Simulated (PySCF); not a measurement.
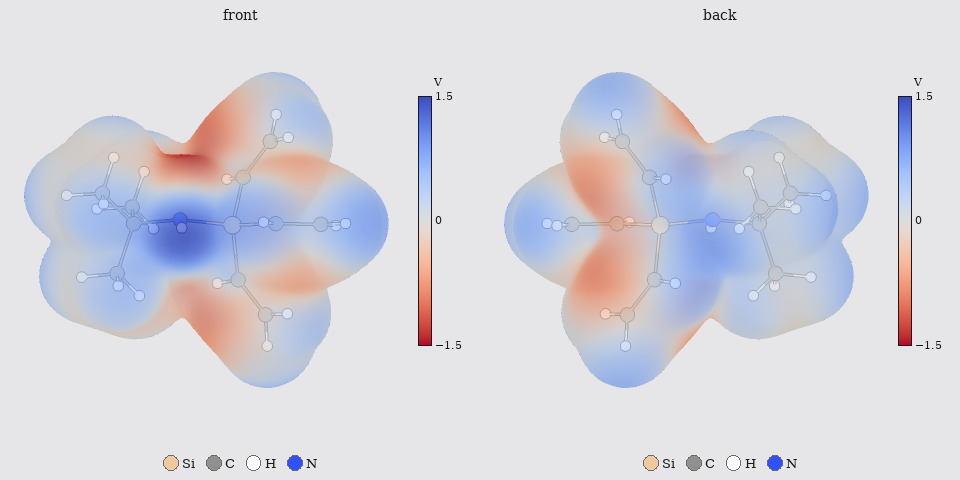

Figure. C10H19NSi (SMILES C=C[Si](C=C)(C=C)NC(C)(C)C). The molecular electrostatic potential painted on the density surface at 0.002 e/bohr³, seen from the front and from behind; red is negative and blue positive.

Geometry: PBE0-D3(BJ)/def2-SVP.

Computed with PySCF 2.14.0, PBE0/pcSseg-1, SCF density, gas phase, non-relativistic.

The calculation's input:

```
{"job": {"kind": "nmr", "xc": "PBE0", "basis": "pcSseg-1"}, "charge": 0, "multiplicity": 1}
Si     0.263500     0.550971     0.700071
C      0.329397     0.253434     2.550876
C      0.794902     1.144982     3.433759
H     -0.036082    -0.705538     2.945050
H      1.170059     2.125918     3.118814
H      0.821795     0.944011     4.510882
C      1.999679     0.816696     0.021217
C      3.131766     0.668038     0.719475
H      2.098084     1.113221    -1.033815
H      3.119037     0.382369     1.777624
H      4.120709     0.826779     0.272911
C     -0.687190     2.125746     0.319366
C     -1.467927     2.766543     1.196963
H     -0.582851     2.570175    -0.680287
H     -1.612385     2.392941     2.217008
H     -1.996127     3.692522     0.941005
N     -0.520774    -0.871669     0.073369
C     -0.725829    -1.304047    -1.304483
C      0.464176    -2.142876    -1.789083
C     -2.005012    -2.143398    -1.359272
C     -0.889739    -0.082279    -2.206108
H     -0.486408    -1.663264     0.709266
H      0.319057    -2.497390    -2.822149
H      1.392684    -1.553109    -1.749041
H      0.601212    -3.025841    -1.144375
H     -1.920911    -3.019990    -0.696077
H     -2.201155    -2.513174    -2.377675
H     -2.866402    -1.546995    -1.024270
H      0.020651     0.538467    -2.212080
H     -1.732020     0.540970    -1.871695
H     -1.077317    -0.394953    -3.243746
```

Run with:

```sh
OMP_NUM_THREADS=2 python probes_run.py task.json out
```

### Where is the surface potential most negative and most positive?

The most negative region (about −1.3 V, or −30 kcal/mol for a unit charge) lies over N17, the most positive (about +1.3 V, or +30 kcal/mol for a unit charge) over H22. N17 is the likeliest acceptor of a hydrogen bond.

### How polar is the molecule by this calculation?

Its dipole moment is 0.54 D.
